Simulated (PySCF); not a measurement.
```xyz
11

F    -2.1242    0.4186    1.1271
C    -1.9255    0.8377   -0.2832
Al   -0.6320   -0.5593    0.2992
Cl    0.7216   -1.2562   -1.3089
Al    2.3588   -0.2376   -0.3039
F     3.5907   -1.2210    0.1710
Cl    1.0544    0.3446    1.3557
H    -2.8792    0.6030   -0.7581
H    -1.8260    1.9246   -0.2253
H    -0.9999   -1.8761    0.9823
H     2.6668    1.0245   -1.0819
```

Geometry: GFN2-xTB.

These are results of CAM-B3LYP/def2-SVPD, SCF density, gas phase (PySCF), not measurements.

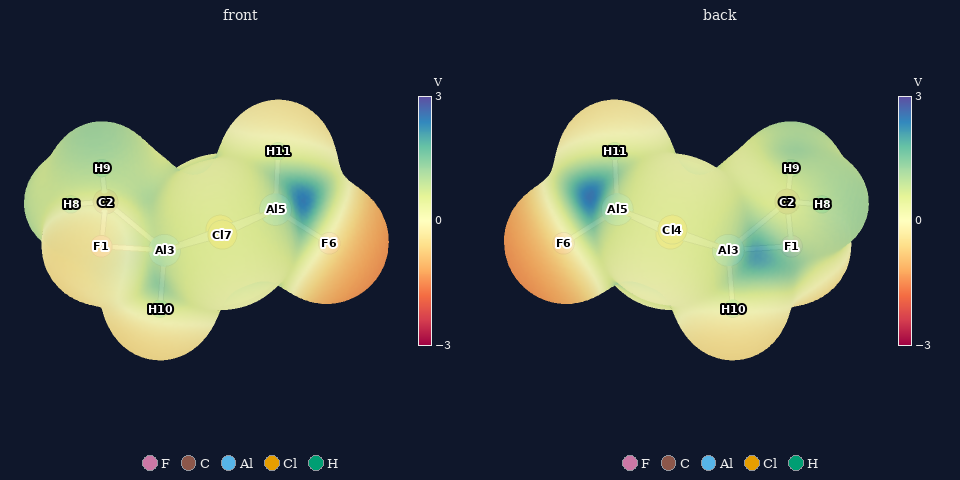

CH₄Al₂Cl₂F₂. The molecular electrostatic potential painted on the density surface at 0.002 e/bohr³, seen from the front and from behind; the colour scale runs from red (negative) to blue (positive).

Where is the surface potential most negative and most positive?

The most negative region (about −1.4 V, or −32 kcal/mol for a unit charge) lies over F6, the most positive (about +2.3 V, or +53 kcal/mol for a unit charge) over Al5.

How polar is the molecule by this calculation?

Its dipole moment is 2.99 D.
